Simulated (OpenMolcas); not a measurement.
# CH5BN2 (SMILES NC1BN1): levels of theory compared

Wanted: a comparison of 6 runs (HF/STO-3G, HF/cc-pVDZ, M06-2X/cc-pVDZ, M06-L/cc-pVDZ, TPSS/cc-pVDZ, r2SCAN/cc-pVDZ) of CH5BN2. 

The results are computed with OpenMolcas 26.06.

**1. The system as given**

The species is CH5BN2 (9 atoms), meant as a singlet with charge 0. As SMILES, `NC1BN1`. The N1–H6 distance was set to 1.313 Å, away from the relaxed value.

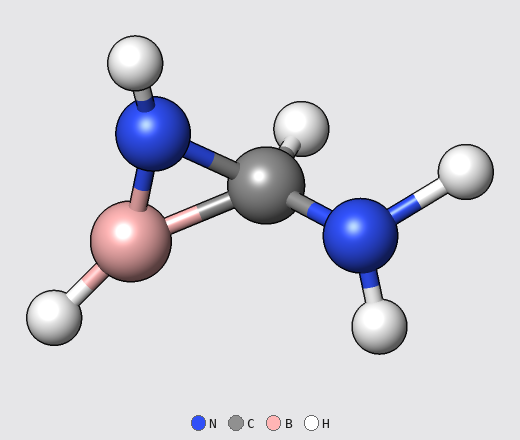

Viewed from a chosen angle; nitrogen blue, carbon grey, boron pink, hydrogen white.

**2. The energy at HF/STO-3G (run 1)**

Input file job.inp:

```
&GATEWAY
  BASLIB=$CurrDir
  COORD
  9
  angstrom
  N        0.362742       0.999938      -0.565059
  C       -0.144358      -0.271662      -0.146759
  B        0.811042      -1.388562       0.378741
  N        0.089342      -0.664362       1.247041
  H        1.003842       0.922938      -1.341459
  H       -0.589900       1.842600      -0.892400
  H       -1.146558      -0.511662      -0.507159
  H        1.634042      -2.233462       0.270241
  H       -0.172958      -0.297662       2.143841
  BASIS=STO-3G
  GROUP=NoSym

&SEWARD

&SCF
  THRESHOLDS=1e-10 1e-07 1e-07 1e-05
  PRORBITALS=0
```

The basis set STO-3G is read from a file made from the Basis Set Exchange's data (not shown).

On the command line:

```console
$ export MOLCAS_MEM=1860
$ pymolcas job.inp > job.log
```

Output:

```text
--- Start Module: gateway ---
[...]
--- Stop Module: gateway /rc=_RC_ALL_IS_WELL_ ---
--- Start Module: seward ---
[...]
      Basis functions           25
--- Stop Module: seward /rc=_RC_ALL_IS_WELL_ ---
[...]
--- Start Module: scf ---
[...]
       Convergence after  12 Iterations
[...]
::    Total SCF energy                               -172.0616267355
[...]
      Total spin, S                                     0.0000000000
[...]
      Total electronic charge=   30.000000
      Total            charge=   -0.000000
[...]
      Dipole Moment (debye):
      Origin of the operator (angstrom)=    0.2544   -0.2520    0.2075
                   X= -7.7393E-01               Y= -9.8125E-02               Z= -1.9441E-01           Total=  8.0399E-01
      Quadrupole Moment (debye*angstrom):
[...]
--- Stop Module: scf /rc=_RC_ALL_IS_WELL_ ---
[...]
```

It took 2.7 s on 1 thread of AMD EPYC 7R43 (Zen 3), shared host; peak memory 0.37 GiB.

**3. The energy at HF/cc-pVDZ (run 2)**

Input file test.input:

```
&GATEWAY
 BASLIB=$CurrDir
 COORD
 9
 angstrom
 N        0.362742       0.999938      -0.565059
 C       -0.144358      -0.271662      -0.146759
 B        0.811042      -1.388562       0.378741
 N        0.089342      -0.664362       1.247041
 H        1.003842       0.922938      -1.341459
 H       -0.589900       1.842600      -0.892400
 H       -1.146558      -0.511662      -0.507159
 H        1.634042      -2.233462       0.270241
 H       -0.172958      -0.297662       2.143841
 BASIS=cc-pVDZ
 GROUP=NoSym

&SEWARD

&SCF
 THRESHOLDS=1e-10 1e-07 1e-07 1e-05
 PRORBITALS=0
```

The basis set cc-pVDZ is read from a file made from the Basis Set Exchange's data (not shown).

On the command line:

```console
$ export MOLCAS_MEM=1860
$ pymolcas test.input > test.log
```

Output:

```text
--- Start Module: gateway ---
[...]
--- Stop Module: gateway /rc=_RC_ALL_IS_WELL_ ---
--- Start Module: seward ---
[...]
      Basis functions           81
--- Stop Module: seward /rc=_RC_ALL_IS_WELL_ ---
[...]
--- Start Module: scf ---
[...]
       Convergence after  14 Iterations
[...]
::    Total SCF energy                               -174.2829054221
[...]
      Total spin, S                                     0.0000000000
[...]
      Total electronic charge=   30.000000
      Total            charge=   -0.000000
[...]
      Dipole Moment (debye):
      Origin of the operator (angstrom)=    0.2544   -0.2520    0.2075
                   X= -8.3561E-01               Y=  1.7412E-01               Z= -2.3668E-01           Total=  8.8577E-01
      Quadrupole Moment (debye*angstrom):
[...]
--- Stop Module: scf /rc=_RC_ALL_IS_WELL_ ---
[...]
```

It took 9 s on 1 thread of AMD EPYC 7R43 (Zen 3), shared host; peak memory 0.45 GiB.

Runs 3 to 4 aren't shown in full; the table further down has their settings and results.

**4. A single-point energy at TPSS/cc-pVDZ (run 5)**

Input file coord.xyz:

```xyz
9

N      0.362742     0.999938    -0.565059
C     -0.144358    -0.271662    -0.146759
B      0.811042    -1.388562     0.378741
N      0.089342    -0.664362     1.247041
H      1.003842     0.922938    -1.341459
H     -0.589900     1.842600    -0.892400
H     -1.146558    -0.511662    -0.507159
H      1.634042    -2.233462     0.270241
H     -0.172958    -0.297662     2.143841
```

Input file calc.inp:

```
* CH5BN2 Kohn-Sham DFT
>>> EXPORT MOLCAS_PRINT=2

&GATEWAY
  BASLIB = $CurrDir
  COORD = coord.xyz
  BASIS = cc-pVDZ
  GROUP = NoSym

&SEWARD
  GRIDINPUT
  Grid=UltraFine
  End of Grid

&SCF
  KSDFT = 2
  1.0 MGGA_X_TPSS
  1.0 MGGA_C_TPSS
  THRESHOLDS = 1e-10 1e-07 1e-07 1e-05
  PRORBITALS = 1 2
```

The basis set cc-pVDZ is read from a file made from the Basis Set Exchange's data (not shown).

On the command line:

```console
$ export MOLCAS_MEM=1860
$ pymolcas calc.inp > calc.log
```

Output:

```text
--- Start Module: gateway ---
[...]
--- Stop Module: gateway /rc=_RC_ALL_IS_WELL_ ---
--- Start Module: seward ---
[...]
      Basis functions           81
--- Stop Module: seward /rc=_RC_ALL_IS_WELL_ ---
[...]
--- Start Module: scf ---
[...]
       Convergence after  17 Iterations
[...]
::    Total KS-DFT energy                            -175.4346328282
[...]
      Total spin, S                                     0.0000000000
[...]
      Total electronic charge=   30.000000
      Total            charge=   -0.000000
[...]
      Dipole Moment (debye):
      Origin of the operator (angstrom)=    0.2544   -0.2520    0.2075
                   X= -9.0426E-01               Y=  4.6903E-01               Z=  4.5543E-02           Total=  1.0197E+00
      Quadrupole Moment (debye*angstrom):
[...]
--- Stop Module: scf /rc=_RC_ALL_IS_WELL_ ---
[...]
```

It took 55 s on 1 thread of AMD EPYC 7R43 (Zen 3), shared host; peak memory 0.45 GiB.

**5. The energy at r2SCAN/cc-pVDZ (run 6)**

Input file test.input:

```
&GATEWAY
  BasLib
  $CurrDir
  Coord
  9
  angstrom
  N        0.362742       0.999938      -0.565059
  C       -0.144358      -0.271662      -0.146759
  B        0.811042      -1.388562       0.378741
  N        0.089342      -0.664362       1.247041
  H        1.003842       0.922938      -1.341459
  H       -0.589900       1.842600      -0.892400
  H       -1.146558      -0.511662      -0.507159
  H        1.634042      -2.233462       0.270241
  H       -0.172958      -0.297662       2.143841
  Basis
  cc-pVDZ
  Group
  NoSym

&SEWARD
  GridInput
  Grid=UltraFine
  End of Grid

&SCF
  KSDFT
  2
  1.0 MGGA_X_R2SCAN
  1.0 MGGA_C_R2SCAN
  Thresholds
  1e-10 1e-07 1e-07 1e-05
  PrOrbitals
  1 1
```

The basis set cc-pVDZ is read from a file made from the Basis Set Exchange's data (not shown).

On the command line:

```console
$ export MOLCAS_MEM=1860
$ pymolcas test.input > test.log
```

Output:

```text
--- Start Module: gateway ---
[...]
--- Stop Module: gateway /rc=_RC_ALL_IS_WELL_ ---
--- Start Module: seward ---
[...]
      Basis functions           81
--- Stop Module: seward /rc=_RC_ALL_IS_WELL_ ---
[...]
--- Start Module: scf ---
[...]
       Convergence after  17 Iterations
[...]
::    Total KS-DFT energy                            -175.2965650417
[...]
      Total spin, S                                     0.0000000000
[...]
      Total electronic charge=   30.000000
      Total            charge=   -0.000000
[...]
      Dipole Moment (debye):
      Origin of the operator (angstrom)=    0.2544   -0.2520    0.2075
                   X= -9.1723E-01               Y=  4.7495E-01               Z= -1.3085E-02           Total=  1.0330E+00
      Quadrupole Moment (debye*angstrom):
[...]
--- Stop Module: scf /rc=_RC_ALL_IS_WELL_ ---
[...]
```

Wall time 53 s (1 thread of AMD EPYC 7R43 (Zen 3), shared host); peak memory 0.45 GiB.

**6. The series**

```csv
run,level,integration grid,energy (Eh),dipole moment (D),HOMO energy (eV),LUMO energy (eV),wall time
1,HF/STO-3G,–,-172.061627,0.80,-8.13,8.90,2.7 s
2,HF/cc-pVDZ,–,-174.282905,0.89,-10.11,3.90,9 s
3,M06-2X/cc-pVDZ,UltraFine,-175.328319,1.04,-7.88,1.29,45 s
4,M06-L/cc-pVDZ,UltraFine,-175.383328,1.06,-5.27,-0.20,51 s
5,TPSS/cc-pVDZ,UltraFine,-175.434633,1.02,-5.11,-0.49,55 s
6,r2SCAN/cc-pVDZ,UltraFine,-175.296565,1.03,-5.32,-0.37,53 s
```

**7. Results**

| quantity | value |
| --- | --- |
| run 6: total energy | -175.29657 Eh |
| run 6: dipole moment | 1.03 D |
| run 6: HOMO energy | -5.32 eV |
| run 6: LUMO energy | -0.37 eV |
| run 6: HOMO–LUMO gap | 4.95 eV |

In words: The dipole moment (its size) runs from 0.80 D (HF/STO-3G) to 1.06 D (M06-L/cc-pVDZ). The two ends differ in method and basis. The HOMO–LUMO gap runs from 4.62 eV (TPSS/cc-pVDZ) to 17.03 eV (HF/STO-3G). Totals of different functionals can't be ranked against each other. In run 1 the basis is minimal, so the values are rough. All runs together took 3.6 min, the longest 55 s.
